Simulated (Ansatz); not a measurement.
Base system: GaN in the wurtzite structure (space group P6_3mc, No. 186; a = 3.183 Å, c = 5.184 Å).

Perturbation: full substitution N → As; the structure is relaxed again.

Method: r2SCAN, PAW, 500 eV (Ansatz, a first-principles code; no SOC).

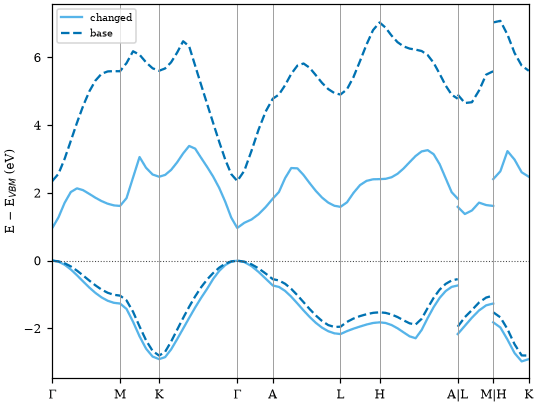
*Highest valence and lowest conduction band along the path, each from its own valence-band maximum*

**Question.** Read the changed gap and its character from the plot.

**Answer.** About 1.0 eV, direct at Γ.

No phonon test of stability was made. For GaAs in this form, whether it has been made was not checked. This is not the structure that GaAs has at room temperature and ambient pressure.
